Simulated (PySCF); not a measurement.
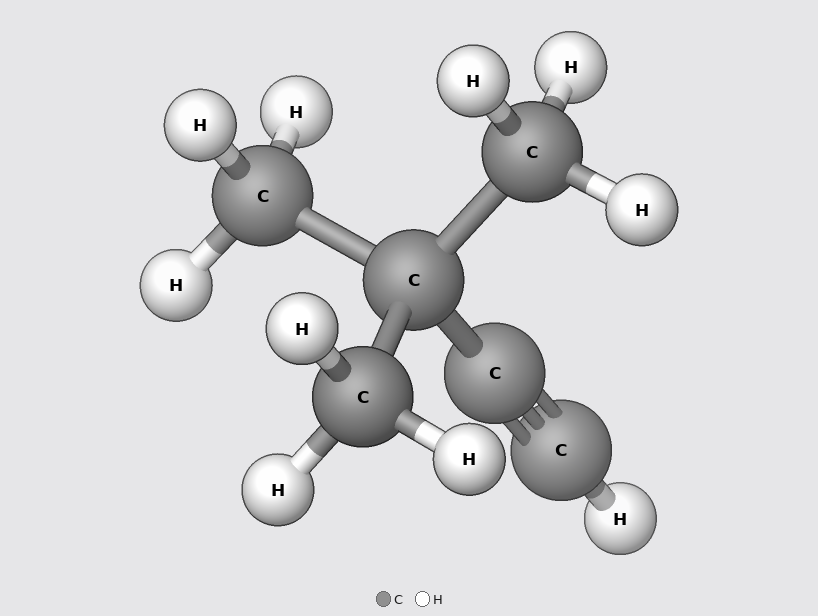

Give the formula.

C₆H₁₀, 16 atoms: 6 carbon and 10 hydrogen.

Does it have rings?

It has no ring.

How many sets of symmetry-equivalent atoms are there?

7: 1 C, 1 C, 1 C, 3 C, 1 H, 6 H, 3 H.

More results for the same structure follow; atom numbers are the same in all pictures, views and colours differ. The computed structure is the end point of a PBE0-D3(BJ)/def2-SVP optimisation. No frequency run is at hand to confirm it as a minimum.

### NMR shielding

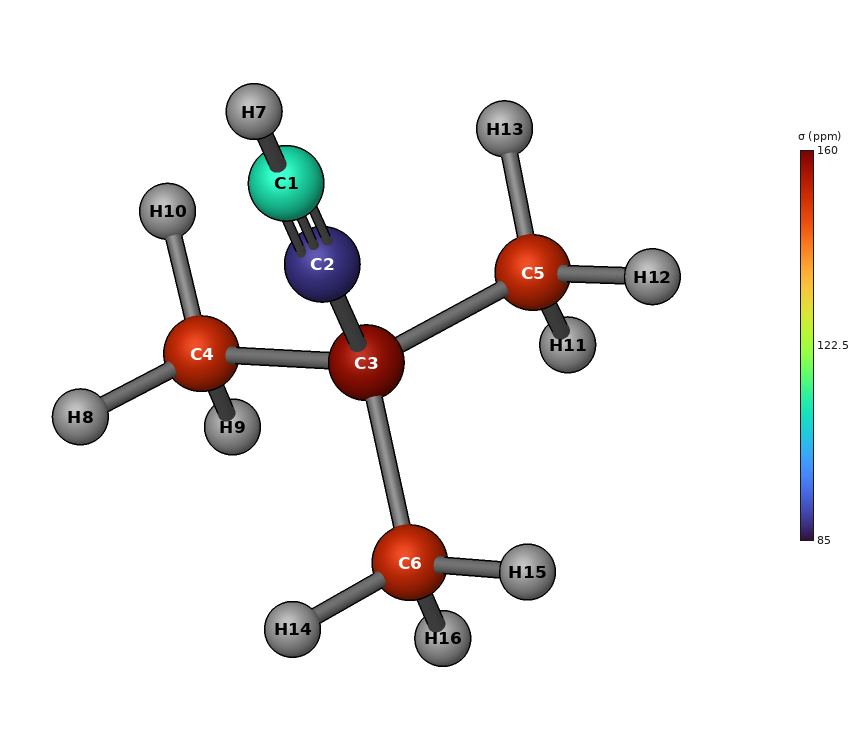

Atoms are coloured by their isotropic NMR shieldings (C only, the others grey). No frequency run is at hand to confirm it as a minimum. Method: GIAO PBE0/pcSseg-1 NMR shielding, non-relativistic, gas phase (PySCF 2.14.0).

Which C atom is the most shielded (lowest chemical shift)?

C3 (156.9 ppm).

Which C atom is the least shielded (highest chemical shift)?

C2 (88.6 ppm).

How wide is the range of C shifts?

68.3 ppm.

Give the isotropic NMR shieldings of the C atoms atom by atom.

```tsv
atom	σ (ppm)
C1	110.8
C2	88.6
C3	156.9
C4	151.6
C5	151.6
C6	151.6
```

### Charges

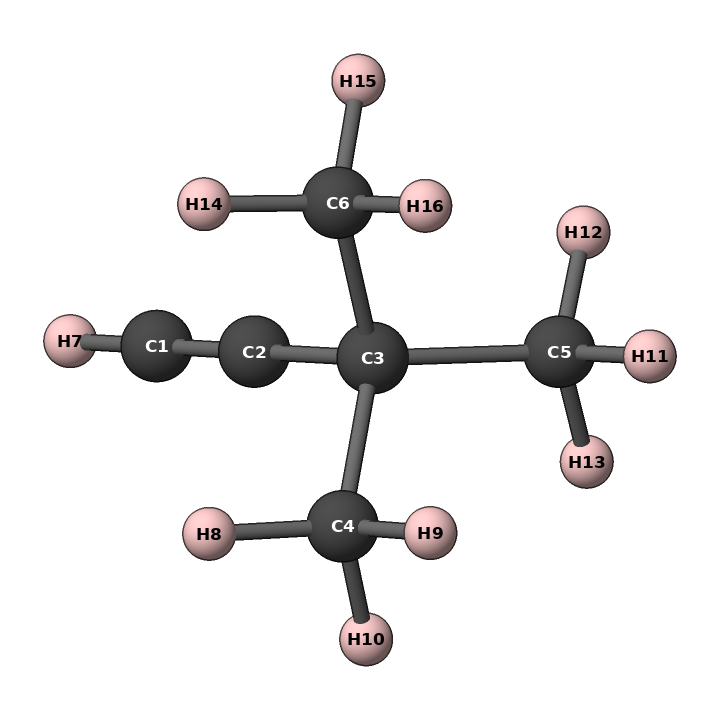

The questions are on Hirshfeld charges. No frequency run is at hand to confirm it as a minimum. Properties computed with PBE0/pcSseg-1, gas phase (PySCF 2.14.0).

Give the Hirshfeld charges atom by atom.

```csv
atom,value (e)
C1,−0.13
C2,−0.03
C3,0.04
C4,−0.11
C5,−0.11
C6,−0.11
H7,0.09
H8,0.04
H9,0.04
H10,0.04
H11,0.04
H12,0.04
H13,0.04
H14,0.04
H15,0.04
H16,0.04
```

### Bond orders

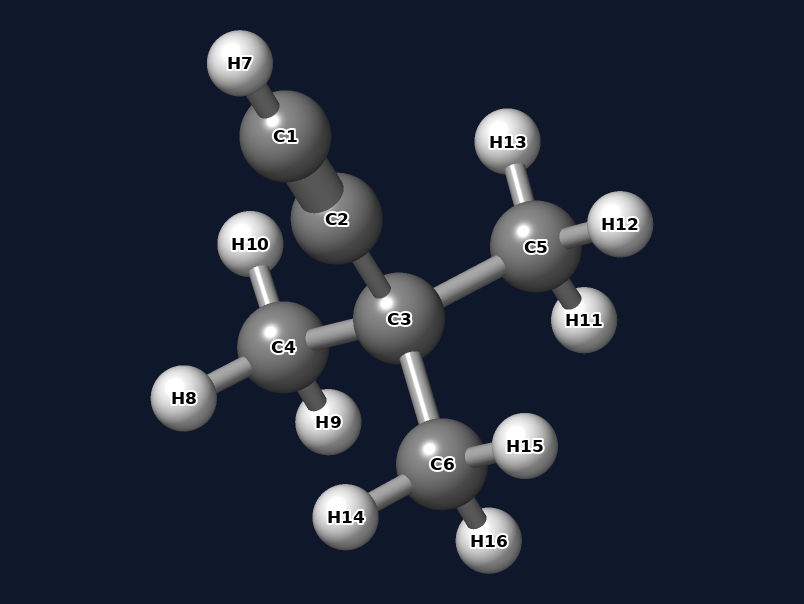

The thickness of each stick grows with its Mayer bond order. No frequency run is at hand to confirm it as a minimum. Level of theory: PBE0/pcSseg-1 (PySCF 2.14.0).

Which bond has the highest Mayer bond order?

C1–C2, 2.56, at a length of 1.212 Å.

Which bond has the lowest Mayer bond order?

C2–C3, 0.86, at 1.470 Å.

List the Mayer bond orders of C1–C2, C1–H7, C2–C3, C3–C4, C4–H8, C4–H9 (one bond of each equivalent set).

```json
{"bond": "C1–C2", "Mayer order": "2.56", "length (Å)": "1.212"}
{"bond": "C1–H7", "Mayer order": "1.14", "length (Å)": "1.074"}
{"bond": "C2–C3", "Mayer order": "0.86", "length (Å)": "1.470"}
{"bond": "C3–C4", "Mayer order": "1.02", "length (Å)": "1.536"}
{"bond": "C4–H8", "Mayer order": "0.96", "length (Å)": "1.100"}
{"bond": "C4–H9", "Mayer order": "0.96", "length (Å)": "1.101"}
```
